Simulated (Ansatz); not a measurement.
C₂H₇NOSi

Input

```
crystal:
  periodic: [false, false, false]
  atoms:
    - { symbol: C, position_ang: [-1.267, -0.2658, 1.5443] }
    - { symbol: O, position_ang: [-0.2429, 0.4668, 0.9073] }
    - { symbol: C, position_ang: [0.4342, -0.3489, -0.0509] }
    - { symbol: "N", position_ang: [0.1394, -0.1637, -1.4075] }
    - { symbol: Si, position_ang: [1.6116, 0.4992, -1.265] }
    - { symbol: H, position_ang: [-0.9388, -1.067, 2.09] }
    - { symbol: H, position_ang: [-2.0179, -0.544, 0.7884] }
    - { symbol: H, position_ang: [-1.7683, 0.4803, 2.2226] }
    - { symbol: H, position_ang: [0.8295, -1.3107, 0.3064] }
    - { symbol: H, position_ang: [-0.6087, 0.5856, -1.4357] }
    - { symbol: H, position_ang: [0.32983, -0.82048, -2.19106] }
    - { symbol: H, position_ang: [1.4182, 1.9363, -1.5921] }
basis:
  gaussian: { orbitals: "6-31G*" }
hamiltonian:
  xc: pbe0
  dispersion: d4
relax:
  f_tol: 0.02
  max_steps: 50
output:
  orbitals: {}
```

Command:

```sh
ansatz run input.yaml --threads 2 --pin off --max-ram 3072MiB --backend cpu --events-out ev --progress --plain --runs-dir out
```

The fields are those of the relaxed geometry.

All numbers below come from RKS PBE0-D4/6-31G* in Ansatz.

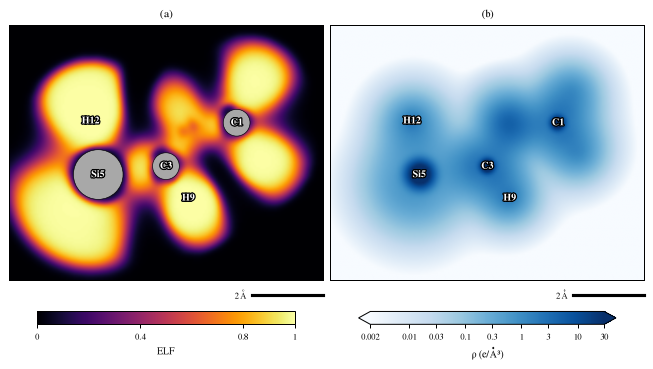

Figure 1. (a) electron localisation function; (b) total electron density on the plane of atoms C3, Si5 and H12. Grey discs cover the atomic cores in the ELF map.

> Describe what can be read from this map.

The plane passes through C, Si and H nuclei.
C–Si (1.92 Å): ρ is about 0.81 e/Å³ halfway; the ELF peaks at about 0.90 between the atoms (a covalent bond).
C–H (1.10 Å): ρ is about 2 e/Å³ halfway; the ELF climbs to about 1 towards the hydrogen, as it does in any bond to H (a covalent bond by its length).
Si–H (1.53 Å): the density is about 0.72 e/Å³ at the midpoint; the ELF climbs to about 1 towards the hydrogen.
The ELF also peaks beside Si5 and O2, away from the bonds: lone-pair regions.

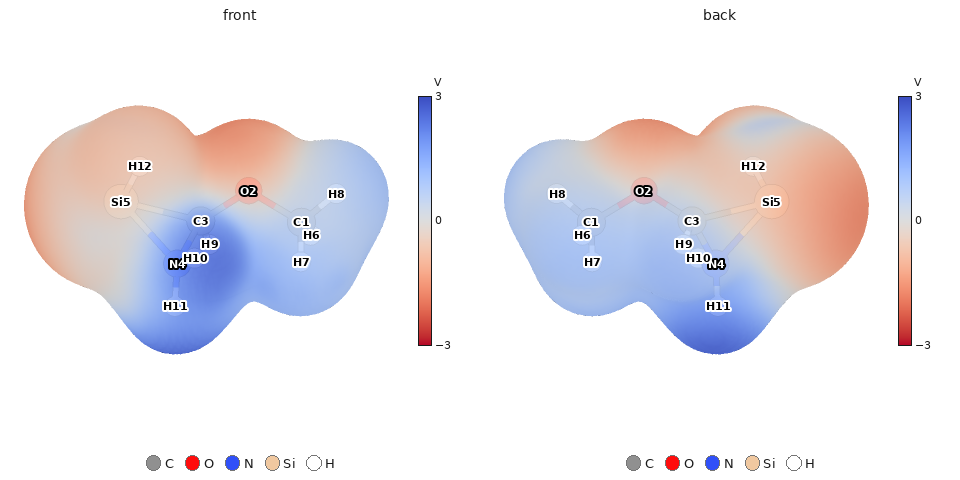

Figure 2. The electrostatic potential painted on the density surface at 0.002 e/bohr³, seen from the front and from behind; red is negative and blue positive.

> Describe the electrostatic potential map.

The most negative region (about −1.7 V, or −39 kcal/mol for a unit charge) lies over H12, the most positive (about +2.6 V, or +60 kcal/mol for a unit charge) over H11.

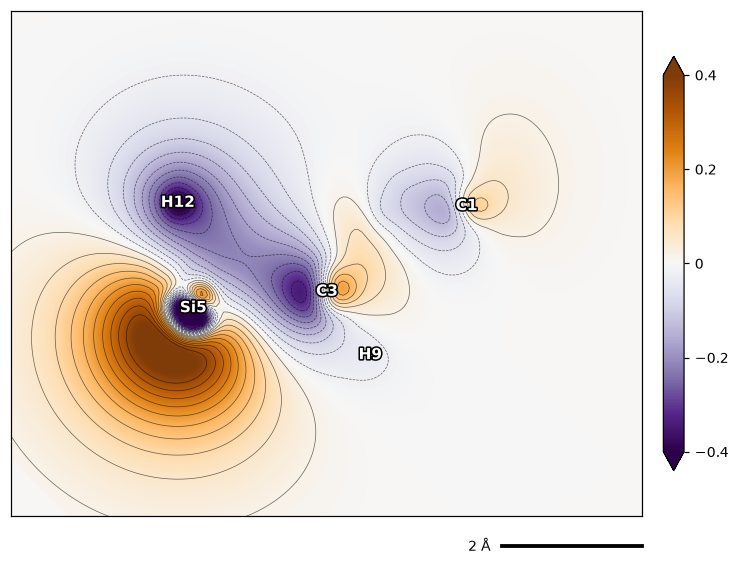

Figure 3. The HOMO on the plane of atoms Si5, C3 and H9 (values in Å⁻³ᐟ²; the overall sign is arbitrary).

> What is the character of this orbital?

It lies mainly on Si5 (about 75 %), H12 (about 10 %) and C3 (about 10 %). Its energy is −5.63 eV.
